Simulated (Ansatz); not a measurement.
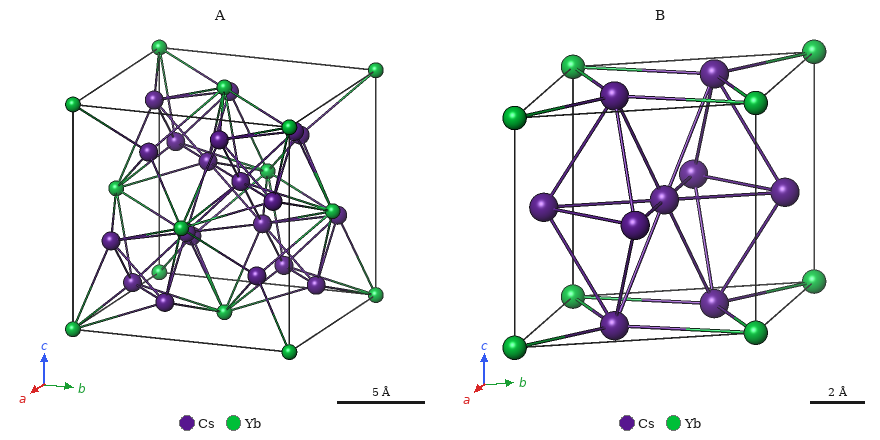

Two structures of Cs₅Yb, each relaxed to rest (conventional cells in solid outline, small ones repeated, not to one scale). Method: DFT PBE, scalar-relativistic, plane waves, PAW in Ansatz 0.2.0, without spin polarisation (spin-restricted runs, not always the ground states).

Give the type and space group of each.

A: 24 atoms a cell on a face-centred cubic lattice, F-43m. B: CaCu₅ type, P6/mmm.

Compare their energies: which is lower?

A is lower, by 53 meV/atom at this level of theory (energies at zero smearing). Volumes: A 102.9, B 114.3 Å³/atom.

One or both may be structure types tried for this composition rather than known phases.
